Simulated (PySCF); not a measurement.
# USOS-MP2/cc-pVTZ run of C2H5O (methoxymethyl)

What is the energy difference between two shapes of C2H5O (methoxymethyl) at USOS-MP2/cc-pVTZ? Input form: a Python script.

The results are computed with PySCF 2.14.0.

3 further runs of the same task are left out: 1 that didn't finish, 2 set aside as unsound or not needed.

## Step 1: Starting point

C2H5O has 8 atoms, charge 0, and is taken as a doublet. As SMILES, `[CH2]OC`. Geometry: relaxed at PBE0-D4/def2-TZVP. This is one conformer, not always the lowest.

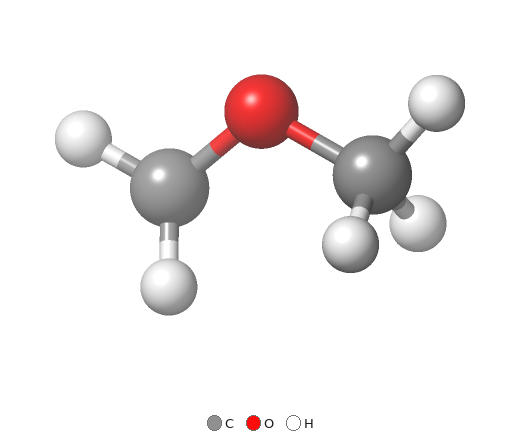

Viewed from a chosen angle; carbon grey, oxygen red, hydrogen white.

## Step 2: A single-point energy at USOS-MP2/cc-pVTZ

Input file start.xyz:

```xyz
8

C     -0.586500     0.912900    -0.728600
O      0.587900     0.317800    -0.452300
C      0.505300    -0.758100     0.453600
H     -1.396600     0.822300    -0.011300
H     -0.505100     1.765500    -1.387400
H      0.073100    -0.432300     1.407000
H      1.519500    -1.117200     0.622000
H     -0.105500    -1.568000     0.041200
```

Input file input.py:

```python
from pyscf import gto, scf, mp

mol = gto.M(
    atom='start.xyz',
    charge=0,
    spin=1,
    max_memory=1860,
    verbose=4,
    basis='cc-pvtz',
)

mf = scf.UHF(mol)
mf.max_cycle = 100
mf.kernel()

pt = mp.MP2(mf, frozen=3).run()
etot = mf.e_tot + 1.3 * pt.e_corr_os
print(f'total energy: {etot:.8f} hartree')
mf.analyze()
```

Run with:

```bash
$ OMP_NUM_THREADS=1 python input.py
```

Standard output:

```text
PySCF version 2.14.0

[... 96 lines left out ...]
converged SCF energy = -153.499109576046  <S^2> = 0.76164946  2S+1 = 2.0116157
[... 8 lines left out ...]
total energy: -154.06048488 hartree
[... 1 line left out ...]
Total Energy =                        -153.499109576046067
Nuclear Repulsion Energy =              77.767758199642131
One-electron Energy =                 -362.555884887183993
Two-electron Energy =                  131.289017111495781
Two-electron Coulomb Energy =          151.702983785931082
DFT Exchange-Correlation Energy =      -20.413966674435301
[... 3 lines left out ...]
MO #1   energy= -20.5782316591418  | -20.5714522302179  occ= 1 | 1
MO #2   energy= -11.2778117763529  | -11.2781522304025  occ= 1 | 1
MO #3   energy= -11.2706230843076  | -11.2474948653828  occ= 1 | 1
[... 1 line left out ...]
MO #160 energy= 13.8842640608504   | 13.8843100822113   occ= 0 | 0
[... 148 lines left out ...]
spin_pop of  6 H 3dz^2     0.00000
spin_pop of  6 H 3dxz      0.00000
spin_pop of  6 H 3dx2-y2   -0.00000
spin_pop of  7 H 1s        0.00745
spin_pop of  7 H 2s        0.00031
spin_pop of  7 H 3s        0.00002
spin_pop of  7 H 2px      -0.00004
spin_pop of  7 H 2py       0.00002
spin_pop of  7 H 2pz      -0.00003
spin_pop of  7 H 3px       0.00003
spin_pop of  7 H 3py      -0.00001
spin_pop of  7 H 3pz       0.00001
spin_pop of  7 H 3dxy      0.00000
spin_pop of  7 H 3dyz      0.00000
spin_pop of  7 H 3dz^2     0.00000
spin_pop of  7 H 3dxz      0.00001
spin_pop of  7 H 3dx2-y2   -0.00000
 ** Mulliken Spin Density (per atom)  **
spin density of  0 C =      0.99658
spin density of  1 O =      0.08759
spin density of  2 C =     -0.00974
spin density of  3 H =     -0.04114
spin density of  4 H =     -0.04465
spin density of  5 H =      0.00453
spin density of  6 H =     -0.00094
spin density of  7 H =      0.00777
 ** Mulliken pop alpha/beta on meta-lowdin orthogonal AOs **
 ** Mulliken pop       alpha | beta **
pop of  0 C 1s        0.99999 | 0.99999
pop of  0 C 2s        0.56503 | 0.47294
pop of  0 C 3s        0.00321 | 0.00250
[... 157 lines of this table left out ...]
In total            13.00000 | 12.00000
 ** Mulliken atomic charges   ( Nelec_alpha | Nelec_beta ) **
charge of  0C =     -0.05270  (     3.52464      2.52806 )
charge of  1O =     -0.39843  (     4.24301      4.15542 )
charge of  2C =     -0.03049  (     3.01037      3.02011 )
[... 4 lines of this table left out ...]
charge of  7H =      0.08783  (     0.45997      0.45220 )
Dipole moment(X, Y, Z, Debye): -0.67224, -0.58013,  1.03817
```

It took 36 s on 1 thread of Arm Neoverse V1, shared host; peak memory 1.3 GiB.

## Step 3: The distorted shape

Input file mol.xyz:

```xyz
8

C     -0.653435     0.900550    -0.701042
O      0.517453     0.333982    -0.470485
C      0.487140    -0.671326     0.531767
H     -1.349058     0.847749     0.026393
H     -0.513371     1.716706    -1.438851
H      0.053046    -0.487490     1.484066
H      1.525199    -1.085028     0.653772
H     -0.113535    -1.573952    -0.016542
```

Input file input.py:

```python
from pyscf import gto, scf, mp

mol = gto.M(
    atom='mol.xyz',
    spin=1,
    basis='cc-pvtz',
    max_memory=1860,
    verbose=4,
)

hf = scf.UHF(mol)
hf.max_cycle = 100
hf.kernel()

pt = mp.MP2(hf, frozen=3).run()
etot = hf.e_tot + 1.3 * pt.e_corr_os
print('Final energy', etot)
hf.analyze()
```

Run with:

```bash
$ OMP_NUM_THREADS=1 python input.py
```

Standard output:

```text
PySCF version 2.14.0

[... 96 lines left out ...]
converged SCF energy = -153.475915434754  <S^2> = 0.76121347  2S+1 = 2.0111822
[... 8 lines left out ...]
Final energy -154.03917503546074
[... 1 line left out ...]
Total Energy =                        -153.475915434754256
Nuclear Repulsion Energy =              77.925722588928835
One-electron Energy =                 -362.793318710604581
Two-electron Energy =                  131.391680686921489
Two-electron Coulomb Energy =          151.789216574458010
DFT Exchange-Correlation Energy =      -20.397535887536520
[... 3 lines left out ...]
MO #1   energy= -20.5818262398718  | -20.5744177356026  occ= 1 | 1
MO #2   energy= -11.2934064467509  | -11.2938456668294  occ= 1 | 1
MO #3   energy= -11.2620385547052  | -11.2395323774285  occ= 1 | 1
[... 1 line left out ...]
MO #160 energy= 13.3832131021606   | 13.3989467328206   occ= 0 | 0
[... 148 lines left out ...]
spin_pop of  6 H 3dz^2     0.00000
spin_pop of  6 H 3dxz     -0.00000
spin_pop of  6 H 3dx2-y2   -0.00000
spin_pop of  7 H 1s        0.01158
spin_pop of  7 H 2s        0.00061
spin_pop of  7 H 3s        0.00005
spin_pop of  7 H 2px      -0.00002
spin_pop of  7 H 2py       0.00001
spin_pop of  7 H 2pz      -0.00005
spin_pop of  7 H 3px       0.00003
spin_pop of  7 H 3py      -0.00001
spin_pop of  7 H 3pz       0.00000
spin_pop of  7 H 3dxy      0.00000
spin_pop of  7 H 3dyz      0.00000
spin_pop of  7 H 3dz^2     0.00000
spin_pop of  7 H 3dxz      0.00001
spin_pop of  7 H 3dx2-y2   -0.00000
 ** Mulliken Spin Density (per atom)  **
spin density of  0 C =      0.97990
spin density of  1 O =      0.09931
spin density of  2 C =     -0.01258
spin density of  3 H =     -0.03453
spin density of  4 H =     -0.04655
spin density of  5 H =      0.00301
spin density of  6 H =     -0.00078
spin density of  7 H =      0.01222
 ** Mulliken pop alpha/beta on meta-lowdin orthogonal AOs **
 ** Mulliken pop       alpha | beta **
pop of  0 C 1s        0.99999 | 0.99999
pop of  0 C 2s        0.55656 | 0.46724
pop of  0 C 3s        0.00340 | 0.00258
[... 157 lines of this table left out ...]
In total            13.00000 | 12.00000
 ** Mulliken atomic charges   ( Nelec_alpha | Nelec_beta ) **
charge of  0C =     -0.06245  (     3.52118      2.54127 )
charge of  1O =     -0.38511  (     4.24221      4.14290 )
charge of  2C =     -0.02499  (     3.00620      3.01878 )
[... 4 lines of this table left out ...]
charge of  7H =      0.05352  (     0.47935      0.46713 )
Dipole moment(X, Y, Z, Debye): -0.50762, -0.41569,  1.28674
```

Run time: 38 s. Hardware: 1 thread of Arm Neoverse V1, shared host; peak memory 1.3 GiB.

## Step 4: Summary of results

At USOS-MP2/cc-pVTZ, 3 core orbitals frozen:

```
                                                                   quantity          value
                                                  first shape: total energy  -154.06048 Eh
                          first shape: dipole moment (Hartree–Fock density)         1.37 D
    first shape: HOMO energy (Hartree–Fock orbitals) (highest over α and β)       -8.87 eV
     first shape: LUMO energy (Hartree–Fock orbitals) (lowest over α and β)        3.92 eV
                   first shape: correlation energy (3 core orbitals frozen)     -561.4 mEh
                             first shape: ⟨S²⟩ of the reference determinant          0.762
                                              distorted shape: total energy  -154.03918 Eh
                      distorted shape: dipole moment (Hartree–Fock density)         1.44 D
distorted shape: HOMO energy (Hartree–Fock orbitals) (highest over α and β)       -8.74 eV
 distorted shape: LUMO energy (Hartree–Fock orbitals) (lowest over α and β)        3.83 eV
               distorted shape: correlation energy (3 core orbitals frozen)     -563.3 mEh
                         distorted shape: ⟨S²⟩ of the reference determinant          0.761
                                     energy change with the atoms displaced       0.580 eV
```

What this shows: With the atoms displaced the energy rises by 0.58 eV (55.9 kJ/mol). The first shape isn't relaxed at this level, so the change isn't measured from a minimum.
